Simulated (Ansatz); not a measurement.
# Calculations on CH5BO2Se

Part 1: Relaxation

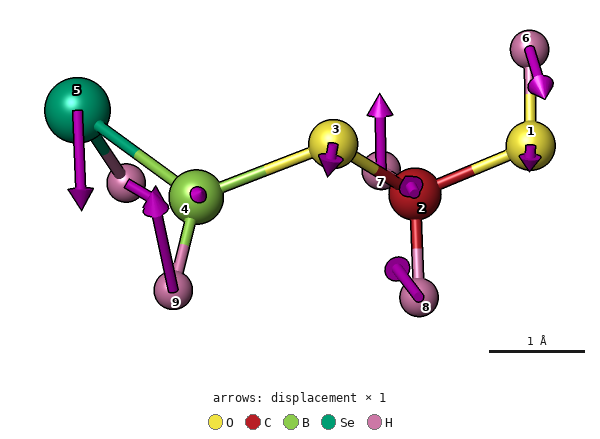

A relaxation of CH5BO2Se. The starting structure is drawn; purple arrows show the displacements, at their true length. The two geometries are superimposed by the best rigid fit.

Style: ball-and-stick. Shown from a free direction.

The run prepares an end point of a later path (torsion) calculation, from a guessed geometry.

Level of theory: RHF/def2-SVP in Ansatz.

The input:
```yaml
crystal:
  periodic: [false, false, false]
  atoms:
    - { symbol: O, position_ang: [-2.178, 0.5925, -0.1223] }
    - { symbol: C, position_ang: [-1.0181, -0.0643, -0.0978] }
    - { symbol: O, position_ang: [-0.0508, 0.7072, -0.7496] }
    - { symbol: B, position_ang: [1.325, -0.0299, -0.7026] }
    - { symbol: Se, position_ang: [2.5463, 0.233, 0.7998] }
    - { symbol: H, position_ang: [-2.1056, 1.4533, 0.4397] }
    - { symbol: H, position_ang: [-0.7237, -0.2681, 0.9731] }
    - { symbol: H, position_ang: [-1.1311, -1.0133, -0.633] }
    - { symbol: H, position_ang: [1.5316, -0.7626, -1.5361] }
    - { symbol: H, position_ang: [1.8874, -0.8989, 1.6317] }
basis:
  gaussian: { orbitals: def2-SVP }
hamiltonian:
  xc: hf
relax:
  f_tol: 0.015
  max_steps: 40
```

Run as
```bash
ansatz run input.yaml --threads 2 --pin off --max-ram 3072MiB --backend cpu --events-out ev --progress --plain --runs-dir out
```

Q: What happened in the run?

A: After 25 accepted moves (28 points after the start) the energy has fallen by 2.096 eV. The largest force component goes from 4.9 to 0.0067 eV/Å. The line search rejected the trial steps at points 16, 19, 22 of the run. H9 moves most after the best rigid fit: 1.30 Å. Largest moves by element: H 1.30 Å, Se 1.08 Å, O 0.38 Å, C 0.37 Å, B 0.19 Å. Near-neighbour distances that change, for instance: O3–B4 1.562 → 1.335 Å, Se5–H10 1.552 → 1.455 Å, O1–H6 1.031 → 0.946 Å, B4–H9 1.129 → 1.196 Å. Bond angles that change, for instance: C2–O3–B4 109.6° → 129.0°, Se5–B4–H9 122.7° → 114.0°, B4–Se5–H10 92.8° → 100.5°. Groups turn about O3–B4 by about 90°, B4–Se5 by about 90°. Cost: 23 s on 2 threads of AMD EPYC 9R45 96-Core Processor (Zen 5), on a shared host, peak memory 0.29 GiB.

Part 2: Relaxation

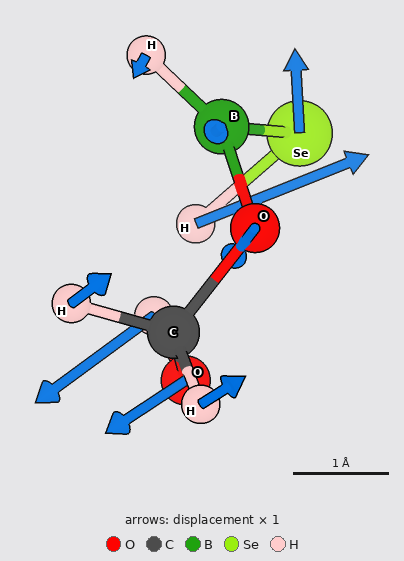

A relaxation of CH₅BO₂Se. The starting structure is drawn; blue arrows show the displacements, at their true length. The two geometries are superimposed by the best rigid fit.

The picture is a ball-and-stick view, seen from a free direction.

The run prepares an end point of a later path (torsion) calculation, from a guessed geometry.

Computed with RHF/def2-SVP (Ansatz 0.2.0).

Input file:
```yaml
crystal:
  periodic: [false, false, false]
  atoms:
    - { symbol: O, position_ang: [-2.178, 0.5925, -0.1223] }
    - { symbol: C, position_ang: [-1.0181, -0.0643, -0.0978] }
    - { symbol: O, position_ang: [-0.0508, 0.7072, -0.7496] }
    - { symbol: B, position_ang: [0.07907, 2.09208, -0.03995] }
    - { symbol: Se, position_ang: [-1.05507, 3.59315, -0.56757] }
    - { symbol: H, position_ang: [-2.1056, 1.4533, 0.4397] }
    - { symbol: H, position_ang: [-0.7237, -0.2681, 0.9731] }
    - { symbol: H, position_ang: [-1.1311, -1.0133, -0.633] }
    - { symbol: H, position_ang: [0.80167, 2.14777, 0.8255] }
    - { symbol: H, position_ang: [-2.1892, 3.17675, 0.40596] }
basis:
  gaussian: { orbitals: def2-SVP }
hamiltonian:
  xc: hf
relax:
  f_tol: 0.015
  max_steps: 40
```

Launched with:
```bash
ansatz run input.yaml --threads 2 --pin off --max-ram 3072MiB --backend cpu --events-out ev --progress --plain --runs-dir out
```

> What did the optimiser do to the structure, and how much energy did it gain?

After 30 accepted moves (35 points after the start) the energy has fallen by 258.7 kJ/mol. The largest force component goes from 4.9 to 0.0068 eV/Å. The line search rejected the trial steps at points 15, 16, 19, 25, 26 of the run. The forces were under the threshold at step 27, but the run went on from there. The atom that moves furthest after the best rigid fit is H10 (1.97 Å). By element the largest moves are H 1.97 Å, O 1.30 Å, Se 0.90 Å, B 0.41 Å, C 0.09 Å. Among the contacts that change: O3–B4 1.562 → 1.336 Å, Se5–H10 1.552 → 1.455 Å, O1–H6 1.031 → 0.945 Å, B4–H9 1.129 → 1.201 Å. Bond angles that change, for instance: C2–O3–B4 109.6° → 125.0°, Se5–B4–H9 122.7° → 116.9°, O3–B4–H9 116.5° → 122.0°. Groups turn about O3–B4 by about 90°, B4–Se5 by about 90°, C2–O3 by about 60°.

Part 3: Path

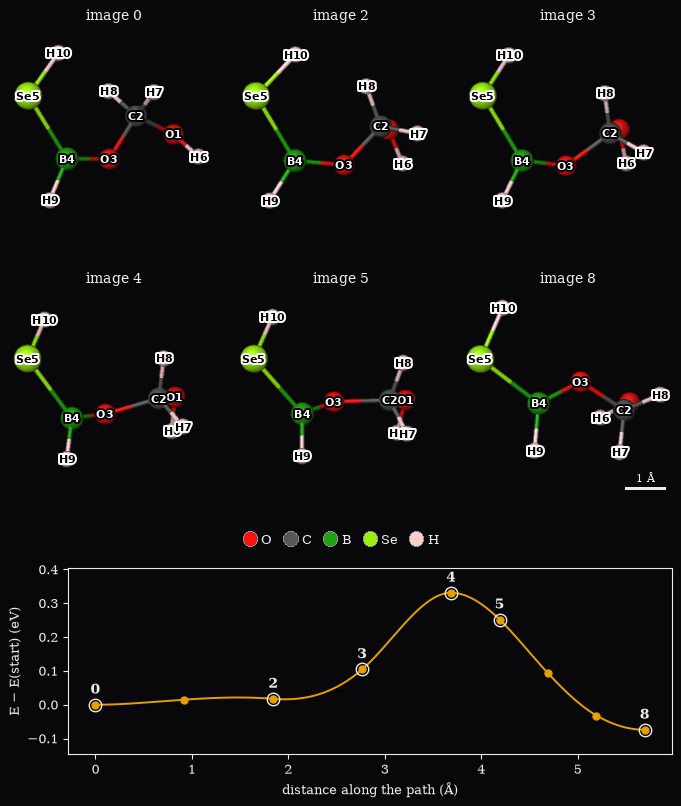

A search for the minimum-energy path of CH₅BO₂Se by the nudged elastic band. Images are numbered from 0 (start) to 8 (end). Style: ball-and-stick. Shown at a tilt.

Computed with Ansatz, RHF/def2-SVP. Run with 7 movable images; climbing image; force threshold 0.05 eV/Å; iteration limit 60; starting path by image-dependent pair potential.

Describe the mechanism and the energy profile.

Answer. The highest point, image 4, lies 0.33 eV above the start and 0.41 eV above the end; the end is at −0.07 eV relative to the start. The motion is a rotation about the C2–O3 bond by about 65°, with a turn of about 180° about O3–B4. No bond forms or breaks between the ends. Among the angles between lasting bonds that change up to the highest image: O3–B4–Se5 127.2° → 122.6°, O3–B4–H9 118.8° → 122.2°. The band converged in 23 iterations, with a climbing image at the top.

The run took 100 s on 2 threads of AMD EPYC 9R45 96-Core Processor (Zen 5), on a shared host, peak memory 0.29 GiB.
